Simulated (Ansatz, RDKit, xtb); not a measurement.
# C5H6BNSi: which of the isomers drawn lies lowest?

A sample of isomers of C5H6BNSi is drawn. Aim: find which of them has the lowest free energy at 298.15 K, then its properties. The sample is small against all isomers, and the most stable one of this formula need not be in it.

The funnel: GFN2-xTB relaxations, single points with a density functional, relaxations at B3LYP-D3(BJ)/def2-SVP, harmonic vibrations (at GFN2-xTB), and a last energy at a higher level. All values are calculated.

### Step 1. Possible bonding patterns

Isomers were taken from a list of plausible structures; this is a sample, not all of them. That gives 10 candidates.

| label | SMILES | spin |
| --- | --- | --- |
| c013 | N#CC1=C([SiH3])C=CB1 | singlet |
| c132 | N#CC1=C([SiH3])BC=C1 | singlet |
| c296 | N#CC1=CB([SiH3])C=C1 | singlet |
| c331 | N#CC1=CC([SiH3])=CB1 | singlet |
| c344 | N#CC1=CC=C([SiH3])B1 | singlet |
| c519 | N#CC1=CBC=C1[SiH3] | singlet |
| c543 | N#CC1=CC=CB1[SiH3] | singlet |
| c576 | N#CC1=CBC([SiH3])=C1 | singlet |
| c656 | N#CB1C=CC=C1[SiH3] | singlet |
| c883 | N#CB1C=CC([SiH3])=C1 | singlet |

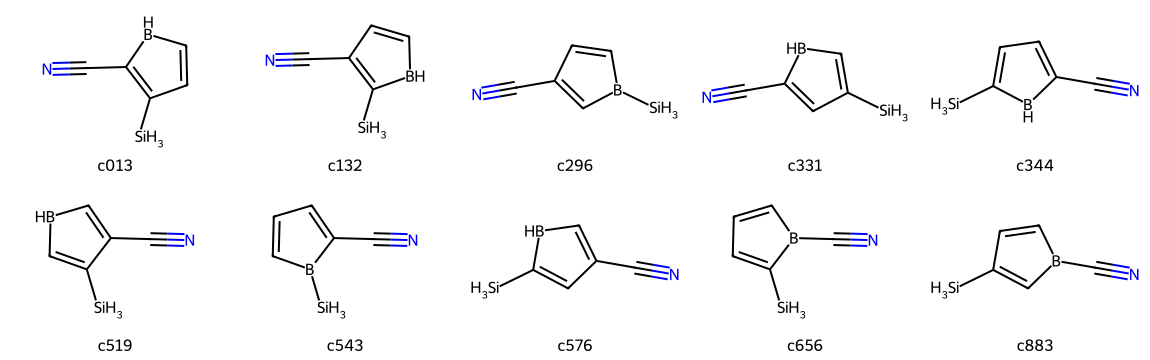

Structural formulas of the candidates.

Candidates are built by distance geometry, with a force field where one applies, in up to four conformers (letters a to d).

**Question.** With final energies at CCSD(T)/def2-SVP + MP2/def2-TZVPP - MP2/def2-SVP, which structure will this search put lowest in free energy, and by what margin?

| quantity | value |
| --- | --- |
| lowest structure found | N#CB1C=CC=C1[SiH3], singlet |
| next finalist | N#CB1C=CC([SiH3])=C1, singlet, 2.2 kcal/mol higher in G |
| share at equilibrium, among the finalists | 97.6 % |

`N#CB1C=CC=C1[SiH3]` comes out lowest. The margin, 2.2 kcal/mol, is modest. r2SCAN-D4/def2-SVP, B3LYP-D3(BJ)/def2-SVP, HF/def2-SVP and MP2/def2-SVP already put its bonding pattern lowest among the structures in one piece; GFN2-xTB favours the singlet N#CC1=C([SiH3])C=CB1; HF/STO-3G favours the singlet N#CB1C=CC([SiH3])=C1. Lowest found is not proven lowest: the search is finite, and each finalist counts with one conformer. Only 10 drawn patterns were tried, so whole families of isomers are missing, and the result ranks this sample alone. The lowest isomer need not be the one that is made and kept in a bottle, which depends on barriers.
